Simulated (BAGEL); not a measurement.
# CHAlFO+ (SMILES [O+]#[C][AlH][F]) at 3 levels

We compute a comparison of 3 runs (HF/3-21G, HF/6-31G*, HF/aug-cc-pVDZ) of CHAlFO+. 

The calculation is run with BAGEL 1.2.2.

### 1 Starting point

CHAlFO+ has 5 atoms, charge +1, and is taken as a singlet. SMILES: `[O+]#[C][AlH][F]`. One bond was lengthened or shortened from a relaxed shape.

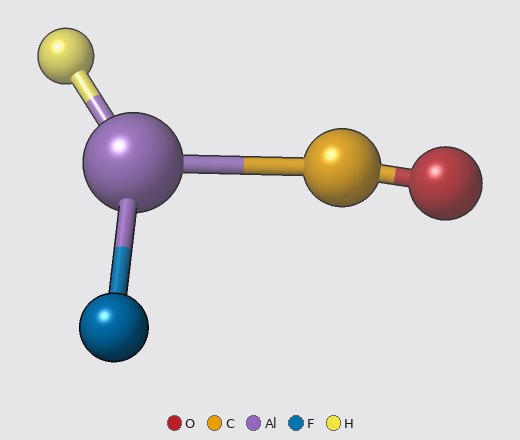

Viewed from a chosen angle; oxygen red, carbon amber, aluminium purple, fluorine blue, hydrogen yellow.

### 2 A single-point energy at HF/3-21G (density fitting with qzvpp-jkfit) (run 1)

The input, hf.json:

```json
{ "bagel": [

{
  "title": "molecule",
  "basis": "3-21g",
  "df_basis": "qzvpp-jkfit",
  "angstrom": true,
  "geometry": [
    { "atom": "O", "xyz": [    1.310555,   -1.559270,    1.374419 ] },
    { "atom": "C", "xyz": [    1.025155,   -0.680680,    0.772489 ] },
    { "atom": "Al", "xyz": [    0.143025,    0.925920,   -0.453061 ] },
    { "atom": "F", "xyz": [   -1.742320,    0.033220,   -0.702740 ] },
    { "atom": "H", "xyz": [    1.003925,    2.104860,   -0.760621 ] }
  ]
},
{ "title": "hf", "charge": 1 },
{ "title": "print", "file": "orbitals.molden", "orbitals": true }

]}
```

On the command line:

```console
$ BAGEL_NUM_THREADS=1 BAGEL hf.json > hf.out
```

The program printed:

```text
* using 1 threads per process

  ===============================================================
  ===============================================================

  *** Geometry ***

  { "atom" : "O", "xyz" : [      2.476590,     -2.946593,      2.597275 ] },
  { "atom" : "C", "xyz" : [      1.937262,     -1.286299,      1.459793 ] },
  { "atom" : "Al", "xyz" : [      0.270278,      1.749735,     -0.856161 ] },
  { "atom" : "F", "xyz" : [     -3.292508,      0.062777,     -1.327986 ] },
  { "atom" : "H", "xyz" : [      1.897143,      3.977609,     -1.437365 ] },

  Number of auxiliary basis functions:      375

  Since a DF basis is specified, we compute 2- and 3-index integrals:
    o Being stored without compression. Storage requirement is 0.005 GB

  Number of basis functions:       42
  Number of electrons      :       37

    * METHOD: MOLECULE                             0.15

  *** RHF ***

  === Nuclear Repulsion ===
   114.2625157021

      * DIIS with orbital gradients will be used.

  === RHF iteration (3-21g) ===
      0       -451.62254773          0.04000926           0.02
      1       -451.68112397          0.04230263           0.02
      2       -451.88045279          0.00275008           0.02
      3       -451.88328219          0.00099928           0.02
      4       -451.88371480          0.00053379           0.02
      5       -451.88380678          0.00022211           0.02
      6       -451.88383096          0.00004135           0.02
      7       -451.88383160          0.00000966           0.02
      8       -451.88383162          0.00000532           0.02
      9       -451.88383163          0.00000230           0.02
     10       -451.88383163          0.00000095           0.02
     11       -451.88383163          0.00000037           0.02
     12       -451.88383163          0.00000014           0.02
     13       -451.88383163          0.00000005           0.02
     14       -451.88383163          0.00000002           0.02
     15       -451.88383163          0.00000001           0.02
    * SCF iteration converged.

    * Permanent dipole moment:
           (   -1.885162,    -1.229470,    -0.060436) a.u.

    * METHOD: HF                                   0.51

    * METHOD: PRINT                                0.01

  ===============================================================
```

It took 0.83 s on 1 thread of Arm Neoverse N1, shared host; peak memory 0.085 GiB.

### 3 A single-point energy at HF/6-31G(d) (density fitting with qzvpp-jkfit, spherical functions) (run 2)

The input, input.json:

```json
{ "bagel" : [

{
  "title" : "molecule",
  "basis" : "6-31gs.json",
  "df_basis" : "qzvpp-jkfit",
  "angstrom" : true,
  "geometry" : [
    { "atom" : "O", "xyz" : [       1.310555,      -1.559270,       1.374419 ] },
    { "atom" : "C", "xyz" : [       1.025155,      -0.680680,       0.772489 ] },
    { "atom" : "Al", "xyz" : [       0.143025,       0.925920,      -0.453061 ] },
    { "atom" : "F", "xyz" : [      -1.742320,       0.033220,      -0.702740 ] },
    { "atom" : "H", "xyz" : [       1.003925,       2.104860,      -0.760621 ] }
  ]
},

{ "title" : "hf", "charge" : 1 },

{ "title" : "print", "file" : "orbitals.molden", "orbitals" : true }

]}
```

The basis set 6-31G* is read from a file made from the Basis Set Exchange's data (not shown).

On the command line:

```console
$ BAGEL_NUM_THREADS=1 BAGEL input.json > input.out
```

The program printed:

```text
* using 1 threads per process

  ===============================================================
  ===============================================================

  *** Geometry ***

  { "atom" : "O", "xyz" : [      2.476590,     -2.946593,      2.597275 ] },
  { "atom" : "C", "xyz" : [      1.937262,     -1.286299,      1.459793 ] },
  { "atom" : "Al", "xyz" : [      0.270278,      1.749735,     -0.856161 ] },
  { "atom" : "F", "xyz" : [     -3.292508,      0.062777,     -1.327986 ] },
  { "atom" : "H", "xyz" : [      1.897143,      3.977609,     -1.437365 ] },

  Number of auxiliary basis functions:      375

  Since a DF basis is specified, we compute 2- and 3-index integrals:
    o Being stored without compression. Storage requirement is 0.012 GB

  Number of basis functions:       62
  Number of electrons      :       37

    * METHOD: MOLECULE                             0.20

  *** RHF ***

  === Nuclear Repulsion ===
   114.2625157021

      * DIIS with orbital gradients will be used.

  === RHF iteration (6-31gs.json) ===
      0       -454.04488371          0.03223566           0.04
      1       -454.11289218          0.03218635           0.04
      2       -454.36742854          0.00219918           0.04
      3       -454.37009120          0.00049482           0.04
      4       -454.37028458          0.00017415           0.04
      5       -454.37032124          0.00006346           0.04
      6       -454.37032425          0.00003062           0.04
      7       -454.37032473          0.00000587           0.04
      8       -454.37032475          0.00000257           0.04
      9       -454.37032476          0.00000111           0.04
     10       -454.37032476          0.00000047           0.04
     11       -454.37032476          0.00000019           0.04
     12       -454.37032476          0.00000007           0.04
     13       -454.37032476          0.00000003           0.04
     14       -454.37032476          0.00000002           0.04
     15       -454.37032476          0.00000001           0.04
    * SCF iteration converged.

    * Permanent dipole moment:
           (   -2.034235,    -1.223494,    -0.122030) a.u.

    * METHOD: HF                                   0.76

    * METHOD: PRINT                                0.02

  ===============================================================
```

It took 1.1 s on 1 thread of Arm Neoverse N1, shared host; peak memory 0.085 GiB.

### 4 The energy at HF/aug-cc-pVDZ (density fitting with qzvpp-jkfit) (run 3)

The input, hf.json:

```json
{ "bagel" : [

{
  "title" : "molecule",
  "basis" : "aug-cc-pvdz.json",
  "df_basis" : "qzvpp-jkfit",
  "angstrom" : true,
  "geometry" : [
    { "atom" : "O", "xyz" : [    1.310555,   -1.559270,    1.374419 ] },
    { "atom" : "C", "xyz" : [    1.025155,   -0.680680,    0.772489 ] },
    { "atom" : "Al", "xyz" : [    0.143025,    0.925920,   -0.453061 ] },
    { "atom" : "F", "xyz" : [   -1.742320,    0.033220,   -0.702740 ] },
    { "atom" : "H", "xyz" : [    1.003925,    2.104860,   -0.760621 ] }
  ]
},
{ "title" : "hf", "charge" : 1 },
{ "title" : "print", "file" : "orbitals.molden", "orbitals" : true }

]}
```

The basis set aug-cc-pVDZ is read from a file made from the Basis Set Exchange's data (not shown).

On the command line:

```console
$ BAGEL_NUM_THREADS=1 BAGEL hf.json > hf.out
```

The program printed:

```text
* using 1 threads per process

  ===============================================================
  ===============================================================

  *** Geometry ***

  { "atom" : "O", "xyz" : [      2.476590,     -2.946593,      2.597275 ] },
  { "atom" : "C", "xyz" : [      1.937262,     -1.286299,      1.459793 ] },
  { "atom" : "Al", "xyz" : [      0.270278,      1.749735,     -0.856161 ] },
  { "atom" : "F", "xyz" : [     -3.292508,      0.062777,     -1.327986 ] },
  { "atom" : "H", "xyz" : [      1.897143,      3.977609,     -1.437365 ] },

  Number of auxiliary basis functions:      375

  Since a DF basis is specified, we compute 2- and 3-index integrals:
    o Being stored without compression. Storage requirement is 0.033 GB

  Number of basis functions:      105
  Number of electrons      :       37

    * METHOD: MOLECULE                             0.26

  *** RHF ***

  === Nuclear Repulsion ===
   114.2625157021

      * DIIS with orbital gradients will be used.

  === RHF iteration (aug-cc-pvdz.json) ===
      0       -454.07873789          0.01926602           0.07
      1       -454.11073161          0.02279533           0.07
      2       -454.42036935          0.00205306           0.07
      3       -454.42368470          0.00081381           0.07
      4       -454.42412669          0.00028454           0.07
      5       -454.42421214          0.00008935           0.07
      6       -454.42422629          0.00003492           0.07
      7       -454.42422924          0.00000655           0.07
      8       -454.42422932          0.00000223           0.07
      9       -454.42422933          0.00000092           0.07
     10       -454.42422933          0.00000054           0.07
     11       -454.42422933          0.00000027           0.07
     12       -454.42422933          0.00000013           0.07
     13       -454.42422933          0.00000004           0.07
     14       -454.42422933          0.00000001           0.07
     15       -454.42422933          0.00000001           0.07
    * SCF iteration converged.

    * Permanent dipole moment:
           (   -2.127124,    -1.253157,    -0.142242) a.u.

    * METHOD: HF                                   1.40

    * METHOD: PRINT                                0.04

  ===============================================================
```

Wall time 1.9 s (1 thread of Arm Neoverse N1, shared host); peak memory 0.11 GiB.

### 5 All runs side by side

| run | level | energy (Eh) | HOMO energy (eV) | LUMO energy (eV) | HOMO–LUMO gap (eV) | wall time |
| --- | --- | --- | --- | --- | --- | --- |
| 1 | HF/3-21G (density fitting with qzvpp-jkfit) | -451.883832 | -19.00 | -5.70 | 13.30 | 0.83 s |
| 2 | HF/6-31G* (density fitting with qzvpp-jkfit, spherical functions) | -454.370325 | -19.68 | -5.72 | 13.96 | 1.1 s |
| 3 | HF/aug-cc-pVDZ (density fitting with qzvpp-jkfit) | -454.424229 | -20.08 | -5.92 | 14.16 | 1.9 s |

### 6 Summary of results

| quantity | value |
| --- | --- |
| run 3: total energy | -454.42423 Eh |
| run 3: HOMO energy | -20.08 eV |
| run 3: LUMO energy | -5.92 eV |
| run 3: HOMO–LUMO gap | 14.16 eV |

**Reading.** The HOMO–LUMO gap runs from 13.30 eV (HF/3-21G) to 14.16 eV (HF/aug-cc-pVDZ). All runs together took 3.9 s, the longest 1.9 s.
